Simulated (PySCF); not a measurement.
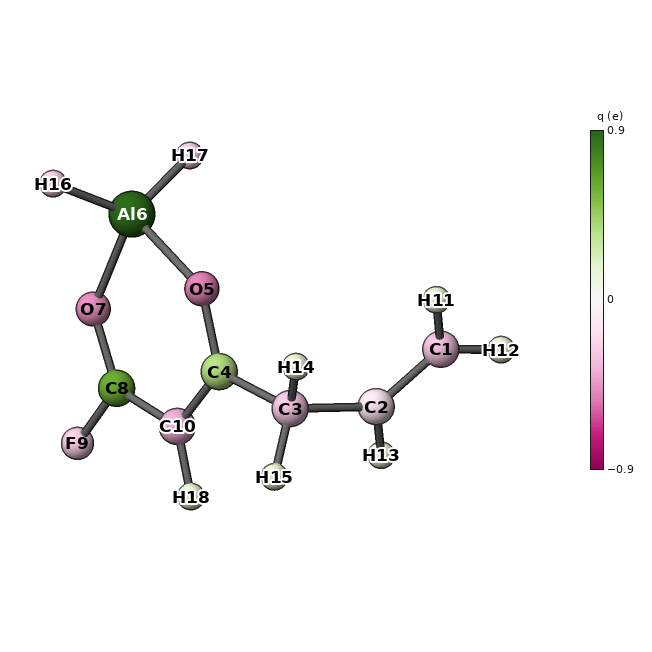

Atoms are coloured by their IAO charges. The computed structure is the end point of a GFN2-xTB optimisation. No frequency run is at hand to confirm it as a minimum. Level of theory: PBE0/pcSseg-1, gas phase (PySCF 2.14.0).

> Which atom carries the highest charge (most positive or least negative)?

Al6 (0.87 e).

> And the lowest?

O5 (−0.50 e).

List the IAO charges.

| atom | value (e) |
| --- | --- |
| C1 | −0.30 |
| C2 | −0.13 |
| C3 | −0.29 |
| C4 | 0.37 |
| O5 | −0.50 |
| Al6 | 0.87 |
| O7 | −0.46 |
| C8 | 0.61 |
| F9 | −0.25 |
| C10 | −0.38 |
| H11 | 0.15 |
| H12 | 0.16 |
| H13 | 0.15 |
| H14 | 0.17 |
| H15 | 0.16 |
| H16 | −0.25 |
| H17 | −0.25 |
| H18 | 0.18 |

The geometry is semi-empirical. Around Al such bond lengths and angles can be off by a tenth of an ångström or more and by several degrees, and values that hang on the shape move with them.
